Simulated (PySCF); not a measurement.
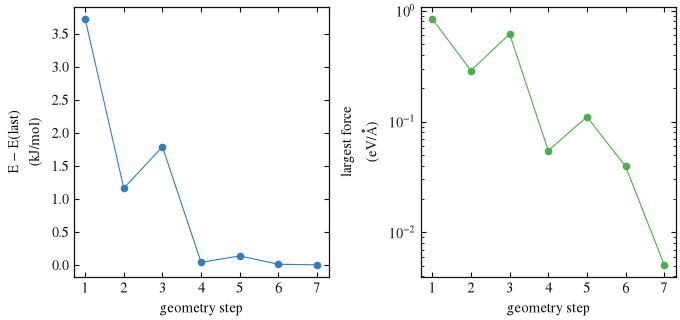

History of a geometry optimisation.

- system: C2H2FS (SMILES C=C(F)[S-]) (charge −1)
- method: PBE0-D3(BJ)/def2-SVP, geometry optimisation (PySCF 2.14.0, density fitting)

How did it end, and what did it gain?

Answer. The optimisation met its thresholds at geometry 7, counting the start as the first. The energy fell by about 3.7 kJ/mol from the first step to the last, with a rise at steps 3 and 5. The largest force goes from about 0.84 eV/Å at the start to 5 × 10⁻³ eV/Å at the end.

By which step was nine tenths of the energy gained?

Answer. By step 4 of 7.
